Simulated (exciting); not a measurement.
# Core excitons at the Cd L₃ edge of KCdF3, part 2 of 3

Wanted: the near-edge spectrum and the bound core excitons at the Cd L₃ edge of KCdF3.

exciting sodium; X-ray absorption, core-level Bethe-Salpeter equation, exchange and statically screened direct term, Tamm-Dancoff, all-electron LAPW+lo LDA.

So far. Step 3 (A richer basis for the empty states): Against the first ground state the total energy moves by -6 meV an atom and the gap by -0.02 eV.

**4. Screening, kernels and BSE for Cd atom 1**

The absorber has 6 F at 2.19 Å (octahedral, site symmetry m-3m).

input.xml reads:

```
<input>
  <title>KCdF3</title>
  <structure speciespath="." autormt="false" epslat="1.0e-5">
    <crystal>
      <basevect>8.2809481000 0.0000000000 0.0000000000</basevect>
      <basevect>0.0000000000 8.2809481000 0.0000000000</basevect>
      <basevect>0.0000000000 0.0000000000 8.2809481000</basevect>
    </crystal>
    <species speciesfile="Cd.xml" rmt="2.240">
      <atom coord="0.5000000000 0.5000000000 0.5000000000"/>
    </species>
    <species speciesfile="K.xml" rmt="2.464">
      <atom coord="0.0000000000 0.0000000000 0.0000000000"/>
    </species>
    <species speciesfile="F.xml" rmt="1.776">
      <atom coord="0.5000000000 0.5000000000 0.0000000000"/>
      <atom coord="0.5000000000 0.0000000000 0.5000000000"/>
      <atom coord="0.0000000000 0.5000000000 0.5000000000"/>
    </species>
  </structure>
  <groundstate do="skip" xctype="LDA_PW" ngridk="3 3 3" rgkmax="7" gmaxvr="14" nempty="8" swidth="0.001" maxscl="100" epsengy="1e-5"/>
  <xs xstype="BSE" ngridk="3 3 3" ngridq="3 3 3" vkloff="0.097 0.273 0.493" rgkmax="7" nempty="39" gqmax="3" lmaxapwwf="5" lmaxemat="3" broad="0.04594" tevout="true">
    <energywindow intv="126.896 128.513" points="440"/>
    <screening screentype="full" nempty="62"/>
    <BSE xas="true" xasspecies="1" xasatom="1" xasedge="L3" bsetype="singlet" nstlxas="1 35"/>
    <qpointset>
      <qpoint>0 0 0</qpoint>
    </qpointset>
    <plan>
      <doonly task="xsgeneigvec"/>
      <doonly task="writepmatxs"/>
      <doonly task="scrgeneigvec"/>
      <doonly task="scrwritepmat"/>
      <doonly task="screen"/>
      <doonly task="scrcoulint"/>
    </plan>
  </xs>
</input>
```

input.xml for the exchange start (cutoff and plan only) reads:

```
  gqmax="2"
  <plan>
    <doonly task="exccoulint"/>
  </plan>
```

input.xml for the last start (plan only) reads:

```
  <plan>
    <doonly task="bse"/>
  </plan>
```

Run with:

```
$ OMP_NUM_THREADS=1 mpirun -n 2 exciting
$ OMP_NUM_THREADS=1 mpirun -n 2 exciting
$ OMP_NUM_THREADS=2 exciting
```

Numbers of over 12 decimals in the logs are rounded to 6 here.

Log:

```text
| EXCITING SODIUM started for task xsgeneigvec ( 301)                          =
One-shot GS runs for BSE calculations
One-shot GS runs for k+qmt/2 grids
Info(xsgeneigvec): Generating eigenvectors for Q-point      1
Info(xsgeneigvec): Generation of eigenvectors finished
| EXCITING SODIUM started for task writepmatxs ( 320)                          =
Info(writepmatxs): Momentum matrix elements finished
| EXCITING SODIUM started for task scrgeneigvec ( 401)                         =
One-shot GS runs for BSE calculations
One-shot GS runs for k+qmt/2 grids
Info(xsgeneigvec): Generating eigenvectors for Q-point      1
Using screening GS parameters.
Info(xsgeneigvec): Generation of eigenvectors finished
| EXCITING SODIUM started for task scrwritepmat ( 420)                         =
Info(writepmatxs): Momentum matrix elements finished
Info(scrwritepmat): Momentum matrix elements for screening finished
| EXCITING SODIUM started for task screen ( 430)                               =
Info(screenlauncher): Calculating screening for unshifted q-grid.
Info(screenlauncher): Number of q points:       4
Info(screenlauncher): lowest (partially)  unoccupied state:     25
Info(screenlauncher): highest (partially) occupied state  :     24
Info(screenlauncher): number of occupied states considered:   24
Info(screenlauncher): number of unoccupied states considered:   63
Info(screenlauncher): Starting loop over q-points
Info(screenlauncher): Screening for unshifted q-grid finished
Info(screenlauncher): Screening finished
| EXCITING SODIUM started for task scrcoulint ( 440)                           =
Info(scrcoulintlauncher): Setting up screened Coulomb interaction matrix W.
Info(scrcoulintlauncher): Using momentum transfer vectors from list :   1 to  1
Info(scrcoulintlauncher): Calculating screened Coulomb interaction matrix W
Info(scrcoulintlauncher): Momentum transfer list index: iqmt=  1
Info(scrcoulintlauncher): Momentum transfer: vqmtl=   0.000   0.000   0.000
Info(scrcoulintlauncher): Calculating RR block of W
Info(scrcoulint): Inspecting occupations...
Info(setranges_modxs): Number of non-reduced k-points:       27
Info(setranges_modxs): Number of states considered:       64
Info(setranges_modxs): Number of (partially) occupied states:       30
Info(setranges_modxs): Highest (partially) occupied states:       24
Info(setranges_modxs): Number of (partially) unoccupied states:       40
Info(setranges_modxs): Lowest (partially) unoccupied states:       25
Info(scrcoulint): Selecting transitions...
Info(select_transitions): Inspecting transitions in the  band interval:
  lowest occupied state:   7
  highest occupied state:  10
  lowest unoccupied state:  25
  highest unoccupied state:  59
  Opening gap with a scissor of:      0.000/H      0.000/eV
Info(select_transitions): Number of participating transitions:    3780
Info(scrcoulint): Size of file SCCLI will be about     0.110400 GB
Info(scrcoulint): Using q-grid
Info(scrcoulint): Number of reduced q-points:      4
Info(scrcoulint): Number of non-reduced q-points:     27
Info(scrcoulint): Calculating W(G1,G2,qr) fourier coefficients
Info(scrcoulint): Calculating W matrix elements
Info(scrcoulintlauncher): Screened coulomb interaction finished for iqmt=   1
| EXCITING SODIUM started for task exccoulint ( 441)                           =
Info(exccoulintlauncher): Setting up exchange interaction matrix V.
Info(exccoulintlauncher): Using momentum transfer vectors from list :   1 to  1
Info(exccoulintlauncher):Calculating exchange interaction matrix V
Info(exccoulintlauncher): Momentum transfer list index: iqmt=  1
Info(exccoulintlauncher): Momentum transfer: vqmtl=   0.000   0.000   0.000
Info(exccoulintlauncher): Calculating RR block of V
Info(exccoulint): Inspecting occupations...
Info(setranges_modxs): Number of non-reduced k-points:       27
Info(setranges_modxs): Number of states considered:       64
Info(setranges_modxs): Number of (partially) occupied states:       30
Info(setranges_modxs): Highest (partially) occupied states:       24
Info(setranges_modxs): Number of (partially) unoccupied states:       40
Info(setranges_modxs): Lowest (partially) unoccupied states:       25
Info(exccoulint): Selecting transitions...
Info(select_transitions): Inspecting transitions in the  band interval:
  lowest occupied state:   7
  highest occupied state:  10
  lowest unoccupied state:  25
  highest unoccupied state:  59
  Opening gap with a scissor of:      0.000/H      0.000/eV
Info(select_transitions): Number of participating transitions:    3780
Info(exccoulint): Size of file EXCLI will be about     0.110400 GB
Info(exccoulint): Generating plane wave matrix elements for momentum transfer iqmt=   1
  Timing (in seconds)	   :     817.715
Info(exccoulint): Generating V matrix elements
Info(exccoulint): Zeroing Coulomb potential at G+qmt index:  1
Info(exccoulintlauncher): Exchange interaction finished for iqmt=   1
| EXCITING SODIUM started for task bse ( 445)                                  =
Info(bselauncher): Init time:    1.403665
Info(bselauncher): Setting up and diagonalizing BSE Hamiltonian.
Info(bselauncher): Using momentum transfer vectors from list :   1 to  1
Info(bselauncher): Distributing qmt-points over   1 processes.
Info(bselauncher): BSE type: singlet
Info(bselauncher): Momentum transfer list index: iqmt=  1
Info(bselauncher): Momentum transfer: vqmtl=   0.000   0.000   0.000
Info(bse): Inspecting occupations...
Info(setranges_modxs): Number of non-reduced k-points:       27
Info(setranges_modxs): Number of states considered:       64
Info(setranges_modxs): Number of (partially) occupied states:       30
Info(setranges_modxs): Highest (partially) occupied states:       24
Info(setranges_modxs): Number of (partially) unoccupied states:       40
Info(setranges_modxs): Lowest (partially) unoccupied states:       25
Info(select_transitions): Inspecting transitions in the  band interval:
  lowest occupied state:   7
  highest occupied state:  10
  lowest unoccupied state:  25
  highest unoccupied state:  59
  Opening gap with a scissor of:      0.000/H      0.000/eV
Info(select_transitions): Number of participating transitions:    3780
Info(bse): Selecting transitions...
Info(bse):bsegap (eV):  3465.620492
Info(bse): Assembling BSE matrix
  RR/RA blocks of global BSE-Hamiltonian:
  Size of the Hamiltonian:    3780
  Number of k-points:      27
  Distributing matrix to   1 processes
  Local matrix shape   3780 x  3780
Info(bse): max local RAM needed for BSE matrices ~     0.212914 GB
Info(setup_bse_block): Setting up RR part of hamiltonian
Info(setup_bse_block): Singlet spin state
Info(bse): Diagonalizing RR Hamiltonian (TDA)
Info(bse): Invoking Lapack routine ZHEEVR
      3780 eigen solutions found in the interval:
         i1=       1 i2=    3780
Info(bse): Writing excition energies and oscillator strengths to text file.
Info(makespectrum_dist): Making spectrum using formula for coupling with time reversed AR basis.
Info(makespectrum_dist): Using formalism for vanishing momentum transfer.
Info(writederived): Writing quantities derived from the macroscopic dielectric function.
Info(bselauncher): Spectrum finished for iqmt=  1
Info(bselauncher): All done for BSE type singlet
```

It took 25 min on 2 MPI ranks of Intel Xeon Platinum 8259CL at 2.50GHz (Skylake/Cascade Lake), shared host.

Wall time by task: xsgeneigvec 13 s, writepmatxs 13 s, scrgeneigvec 11 s, scrwritepmat 6.3 s, screen 2.3 min, scrcoulint 6.8 min, exccoulint 14 min, bse 61 s.

The Cd L₃ spectrum of Cd atom 1 (energy from the Kohn–Sham onset, core level to the lowest empty state found on the meshes used, 3465.03 eV; the ground-state mesh sets it, and the shifted mesh has its lowest transition 0.59 eV above it; Im ε scaled to the maximum of the singlet run; cut below the end of the band set):

```tsv
E (eV)	Im ε
-6.0	0.03
-5.0	0.04
-4.0	0.05
-3.0	0.09
-2.0	0.15
-1.0	0.15
0.0	0.14
1.0	0.16
2.0	0.18
3.0	0.22
4.0	0.31
5.0	0.44
6.0	0.46
7.0	0.44
8.0	0.52
9.0	0.58
10.0	0.61
11.0	0.72
12.0	0.94
13.0	0.95
14.0	0.71
15.0	0.59
16.0	0.52
17.0	0.52
18.0	0.54
19.0	0.62
20.0	0.71
21.0	0.79
22.0	0.76
```

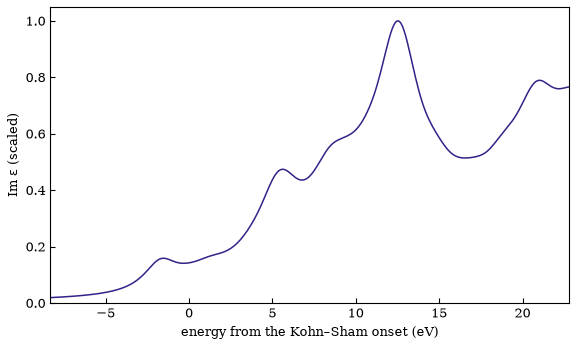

The Cd L₃ edge of Cd atom 1.

Maxima (height): -1.5 eV (0.16), 5.6 eV (0.47), 12.5 eV (1.00) and 21.0 eV (0.79).

The Hamiltonian has 3780 rows. The lowest groups of eigenvalues and the brightest ones, on the scale above (the program counts from the shifted mesh's onset, 0.59 eV higher). Core spinors bring spin-forbidden partners, so dark means forbidden by spin or by symmetry, and the shifted mesh splits states that symmetry would keep together:

```tsv
energy (eV)	states within 10 meV	relative strength
-1.698	4	0.85
-0.450	4	3.8e-4
-0.232	4	0.10
0.252	4	0.077
0.269	4	0.0099
0.698	4	0.045
12.172	4	0.94
12.545	4	0.72
12.569	4	0.78
12.683	4	1.00
12.768	4	0.60
20.892	8	0.46
```

**5. Independent particles**

Edit input.xml of step 4 so:

```diff
@@ -24,3 +24,3 @@
     <screening screentype="full" nempty="62"/>
-    <BSE xas="true" xasspecies="1" xasatom="1" xasedge="L3" bsetype="singlet" nstlxas="1 35"/>
+    <BSE xas="true" xasspecies="1" xasatom="1" xasedge="L3" bsetype="IP" nstlxas="1 35"/>
     <qpointset>
@@ -29,8 +29,3 @@
     <plan>
-      <doonly task="xsgeneigvec"/>
-      <doonly task="writepmatxs"/>
-      <doonly task="scrgeneigvec"/>
-      <doonly task="scrwritepmat"/>
-      <doonly task="screen"/>
-      <doonly task="scrcoulint"/>
+      <doonly task="bse"/>
     </plan>
```

Run with:

```
$ OMP_NUM_THREADS=2 exciting
```

Log:

```text
| EXCITING SODIUM started for task bse ( 445)                                  =
Info(bselauncher): Init time:    1.405182
Info(bselauncher): Setting up and diagonalizing BSE Hamiltonian.
Info(bselauncher): Using momentum transfer vectors from list :   1 to  1
Info(bselauncher): Distributing qmt-points over   1 processes.
Info(bselauncher): BSE type: IP
Info(bselauncher): Momentum transfer list index: iqmt=  1
Info(bselauncher): Momentum transfer: vqmtl=   0.000   0.000   0.000
Info(bse): Inspecting occupations...
Info(setranges_modxs): Number of non-reduced k-points:       27
[...]
highest unoccupied state:  59
  Opening gap with a scissor of:      0.000/H      0.000/eV
Info(select_transitions): Number of participating transitions:    3780
Info(bse): Selecting transitions...
Info(bse):bsegap (eV):  3465.620492
Info(bse): IP requested, nothing much to do
Info(bse): Writing excition energies and oscillator strengths to text file.
Info(makespectrum_dist): Making spectrum using formula for coupling with time reversed AR basis.
Info(makespectrum_dist): Using formalism for vanishing momentum transfer.
Info(writederived): Writing quantities derived from the macroscopic dielectric function.
Info(bselauncher): Spectrum finished for iqmt=  1
Info(bselauncher): All done for BSE type IP
```

The job ended after 3 s (2 threads).

Maxima (height): 15.0 eV (0.87). The spectrum differs from the singlet run by 41 % r.m.s. Moving the earlier curve by +3.1 eV leaves 19 %. The highest maximum lies at 15.0 eV (0.87), against 12.5 eV (1.00).

**6. Exchange alone**

Edit input.xml of step 5 so:

```diff
@@ -24,3 +24,3 @@
     <screening screentype="full" nempty="62"/>
-    <BSE xas="true" xasspecies="1" xasatom="1" xasedge="L3" bsetype="IP" nstlxas="1 35"/>
+    <BSE xas="true" xasspecies="1" xasatom="1" xasedge="L3" bsetype="RPA" nstlxas="1 35"/>
     <qpointset>
```

Run with:

```
$ OMP_NUM_THREADS=2 exciting
```

Log:

```text
| EXCITING SODIUM started for task bse ( 445)                                  =
Info(bselauncher): Init time:    1.380090
Info(bselauncher): Setting up and diagonalizing BSE Hamiltonian.
Info(bselauncher): Using momentum transfer vectors from list :   1 to  1
Info(bselauncher): Distributing qmt-points over   1 processes.
Info(bselauncher): BSE type: RPA
Info(bselauncher): Momentum transfer list index: iqmt=  1
Info(bselauncher): Momentum transfer: vqmtl=   0.000   0.000   0.000
Info(bse): Inspecting occupations...
Info(setranges_modxs): Number of non-reduced k-points:       27
[...]
Info(setup_bse_block): Setting up RR part of hamiltonian
Info(setup_bse_block): Using RPA approximation
Info(bse): Diagonalizing RR Hamiltonian (TDA)
Info(bse): Invoking Lapack routine ZHEEVR
      3780 eigen solutions found in the interval:
         i1=       1 i2=    3780
Info(bse): Writing excition energies and oscillator strengths to text file.
Info(makespectrum_dist): Making spectrum using formula for coupling with time reversed AR basis.
Info(makespectrum_dist): Using formalism for vanishing momentum transfer.
Info(writederived): Writing quantities derived from the macroscopic dielectric function.
Info(bselauncher): Spectrum finished for iqmt=  1
Info(bselauncher): All done for BSE type RPA
```

The job ended after 62 s (2 threads).

Maxima (height): 15.0 eV (0.87). The spectrum is that of the independent-particle run within 1 %.

**7. A changed run**

In this try the input is made faulty on purpose, to show what that does.

Edit input.xml of step 6 so:

```diff
@@ -21,6 +21,6 @@
   <groundstate do="skip" xctype="LDA_PW" ngridk="3 3 3" rgkmax="7" gmaxvr="14" nempty="8" swidth="0.001" maxscl="100" epsengy="1e-5"/>
-  <xs xstype="BSE" ngridk="3 3 3" ngridq="3 3 3" vkloff="0.097 0.273 0.493" rgkmax="7" nempty="39" gqmax="3" lmaxapwwf="5" lmaxemat="3" broad="0.04594" tevout="true">
+  <xs xstype="BSE" ngridk="3 3 3" ngridq="3 3 3" vkloff="0.097 0.273 0.493" rgkmax="7" nempty="39" gqmax="0.6" lmaxapwwf="5" lmaxemat="3" broad="0.04594" tevout="true">
     <energywindow intv="126.896 128.513" points="440"/>
     <screening screentype="full" nempty="62"/>
-    <BSE xas="true" xasspecies="1" xasatom="1" xasedge="L3" bsetype="RPA" nstlxas="1 35"/>
+    <BSE xas="true" xasspecies="1" xasatom="1" xasedge="L3" bsetype="singlet" nstlxas="1 35"/>
     <qpointset>
@@ -29,3 +29,6 @@
     <plan>
-      <doonly task="bse"/>
+      <doonly task="xsgeneigvec"/>
+      <doonly task="screen"/>
+      <doonly task="scrcoulint"/>
+      <doonly task="exccoulint"/>
     </plan>
```

input.xml for the last start (plan only) reads:

```
  <plan>
    <doonly task="bse"/>
  </plan>
```

Run with:

```
$ OMP_NUM_THREADS=1 mpirun -n 2 exciting
$ OMP_NUM_THREADS=2 exciting
```

Log:

```text
| EXCITING SODIUM started for task xsgeneigvec ( 301)                          =
One-shot GS runs for BSE calculations
One-shot GS runs for k+qmt/2 grids
Info(xsgeneigvec): Generating eigenvectors for Q-point      1
Info(xsgeneigvec): Generation of eigenvectors finished
| EXCITING SODIUM started for task screen ( 430)                               =
Info(screenlauncher): Calculating screening for unshifted q-grid.
Info(screenlauncher): Number of q points:       4
Info(screenlauncher): lowest (partially)  unoccupied state:     25
[...]
Info(setup_bse_block): Setting up RR part of hamiltonian
Info(setup_bse_block): Singlet spin state
Info(bse): Diagonalizing RR Hamiltonian (TDA)
Info(bse): Invoking Lapack routine ZHEEVR
      3780 eigen solutions found in the interval:
         i1=       1 i2=    3780
Info(bse): Writing excition energies and oscillator strengths to text file.
Info(makespectrum_dist): Making spectrum using formula for coupling with time reversed AR basis.
Info(makespectrum_dist): Using formalism for vanishing momentum transfer.
Info(writederived): Writing quantities derived from the macroscopic dielectric function.
Info(bselauncher): Spectrum finished for iqmt=  1
Info(bselauncher): All done for BSE type singlet
```

Elapsed: 4.3 min, on 2 MPI ranks.

Wall time by task: xsgeneigvec 13 s, screen 45 s, scrcoulint 2.2 min, exccoulint 11 s, bse 59 s.

The input has a fault: the cutoff of the kernels is far too low. The spectrum differs from the singlet run by 11 % r.m.s. The highest maximum lies at 12.9 eV (0.99), against 12.5 eV (1.00). The first bright state moves from -1.70 to -1.24 eV. The kernels miss the short-range part of the Coulomb interaction, its components above their cutoff.

```tsv
E (eV)	first run	this run
-6.0	0.03	0.02
-5.0	0.04	0.03
-4.0	0.05	0.04
-3.0	0.09	0.06
-2.0	0.15	0.10
-1.0	0.15	0.14
0.0	0.14	0.14
1.0	0.16	0.16
2.0	0.18	0.17
3.0	0.22	0.21
4.0	0.31	0.28
5.0	0.44	0.37
6.0	0.46	0.39
7.0	0.44	0.35
8.0	0.52	0.40
9.0	0.58	0.46
10.0	0.61	0.50
11.0	0.72	0.60
12.0	0.94	0.81
13.0	0.95	0.98
14.0	0.71	0.78
15.0	0.59	0.63
16.0	0.52	0.54
17.0	0.52	0.53
18.0	0.54	0.56
19.0	0.62	0.62
20.0	0.71	0.70
21.0	0.79	0.81
22.0	0.76	0.80
```

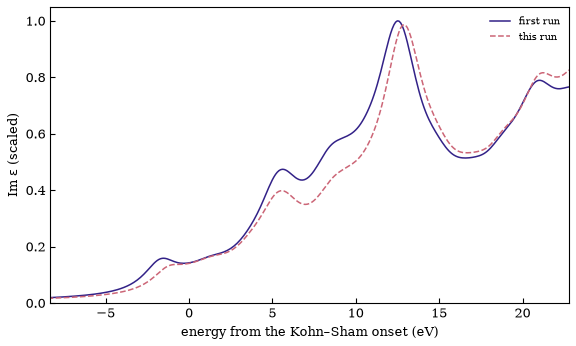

This run beside the first singlet run.

(Continued in part 3 of 3.)

[Banner, clock and machine lines of the logs are left out without a mark of their own.]

[Logs are printed without paths, hosts, clocks, repeated set-up lines and the standing remarks that a program may print on its own settings, such as how far it seeks lower states.]

[Hosts, paths, dates, database ids (printed as entryN), source tags and the programs' standing remarks are cut or masked in the printed files.]
